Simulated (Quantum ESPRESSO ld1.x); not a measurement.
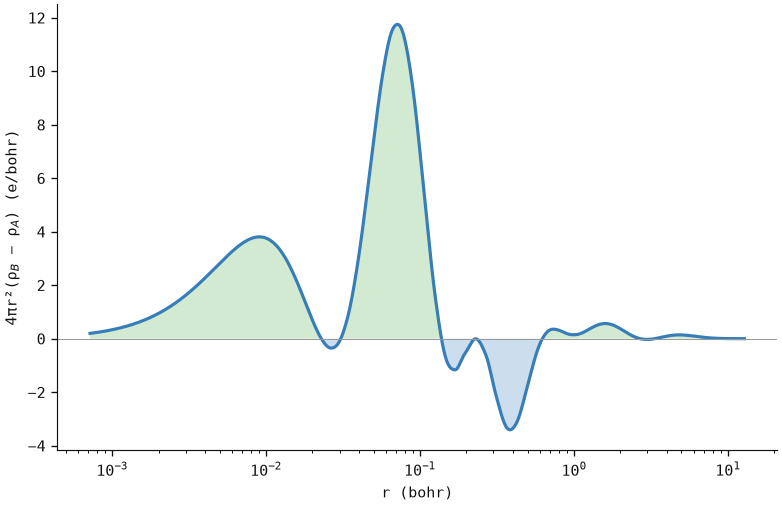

Two charge states of ytterbium were computed: Yb in [Xe] 4f14 6s2; Yb⁺ in [He] 2s1 2p6 3s2 3p6 3d10 4s2 4p6 4d10 4f14 5s2 5p6 6s2. All numbers are computed, not measured: Dirac Kohn-Sham, relativistic LDA (MacDonald-Vosko exchange, VWN5 correlation), spin-unpolarised, spherical densities, point nucleus (Quantum ESPRESSO ld1.x 7.5).

The plot shows the radial density of run B less that of run A; on the logarithmic r axis, areas aren't charges.

Question: Which run is A and which is B? Where does the charge move?

Answer: A is Yb⁺ in [He] 2s1 2p6 3s2 3p6 3d10 4s2 4p6 4d10 4f14 5s2 5p6 6s2; B is Yb in [Xe] 4f14 6s2. B holds 1.8 electrons more than A where the difference is positive (most at r = 0.071 bohr) and 0.77 electrons fewer where it is negative (most at r = 0.38 bohr), a net change of +1. The energy of B less that of A is −10.39 keV.
